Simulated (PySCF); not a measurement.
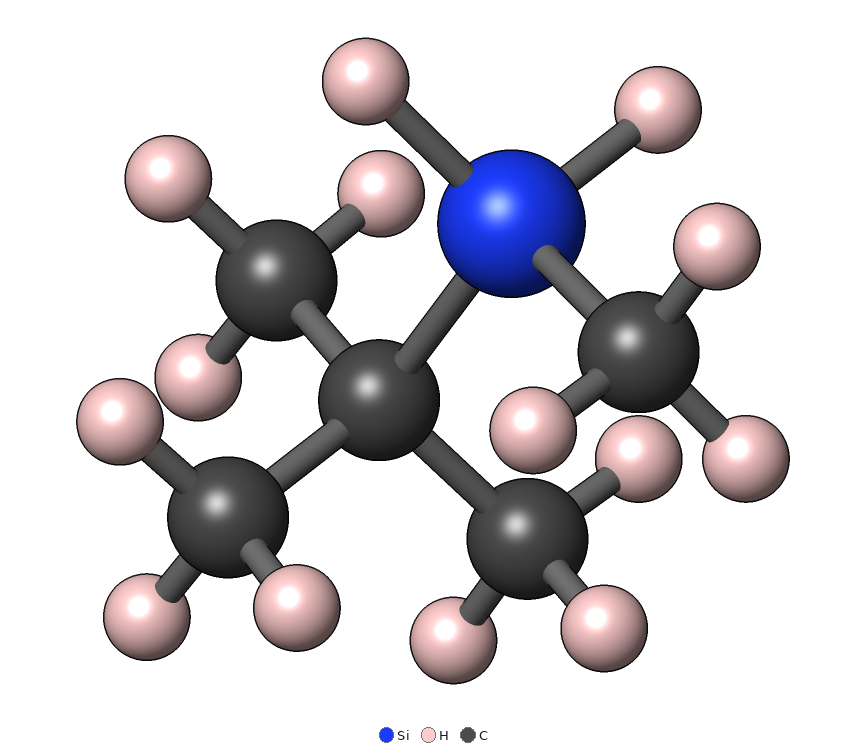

Figure made from data computed with PySCF.

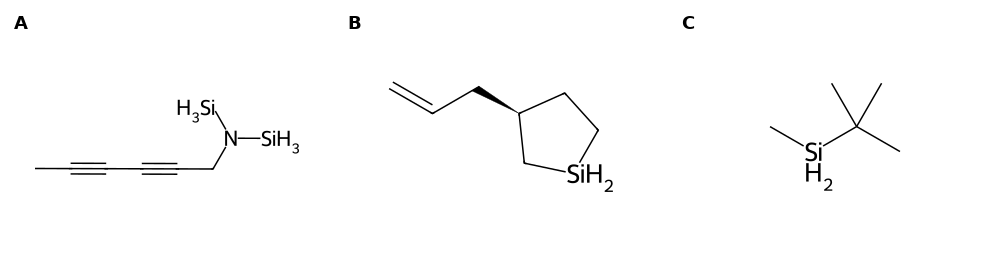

Question: The first picture shows one of the molecules drawn in the second. Which?

Answer: C, `C[SiH2]C(C)(C)C`.
